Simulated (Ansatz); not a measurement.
```xyz
25
charge 0, multiplicity 1
C    -2.3108   -0.6623   -2.6933
C    -1.9134    0.0511   -1.4195
C    -2.2335   -0.7566   -0.1787
O    -0.5064    0.2888   -1.5014
Sn    0.3713    1.7647   -0.6080
Cl   -1.1745    2.8468    0.7301
Cl    1.2277    3.2212   -2.1532
O     1.8647    1.1692    0.4596
C     1.6745    0.1761    1.4735
C     2.7284    0.4245    2.5296
C     1.7683   -1.2104    0.8709
H    -3.3851   -0.8613   -2.7015
H    -2.0617   -0.0563   -3.5656
H    -1.7802   -1.6143   -2.7722
H    -2.4524    1.0068   -1.3674
H    -1.9467   -0.2160    0.7271
H    -1.6982   -1.7092   -0.2007
H    -3.3047   -0.9630   -0.1171
H     0.6839    0.3005    1.9375
H     2.6355   -0.3002    3.3419
H     2.6279    1.4287    2.9438
H     3.7246    0.3298    2.0911
H     1.0117   -1.3536    0.0962
H     1.6229   -1.9747    1.6384
H     2.7530   -1.3545    0.4198
```

Describe the molecule in this file.

Formula C6H14Cl2O2Sn. SMILES: `CC(C)[O][Sn]([Cl])([Cl])[O]C(C)C`. The point group is C1. Coordination: 6 C tetrahedral; 2 O bent; 1 Sn tetrahedral.

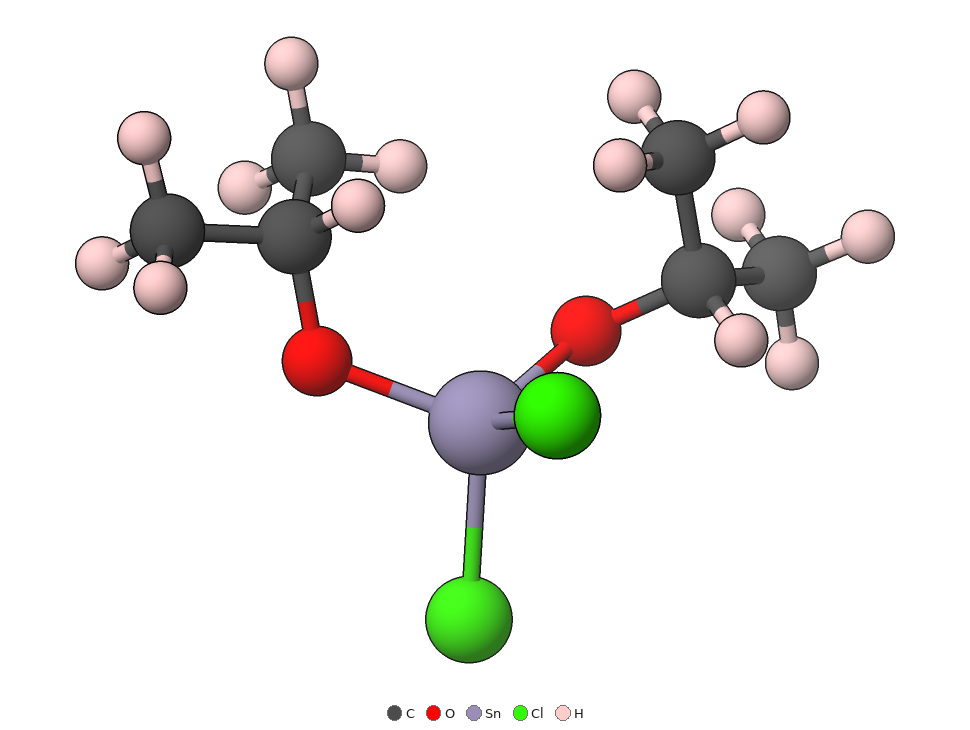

Source: calculation with Ansatz.
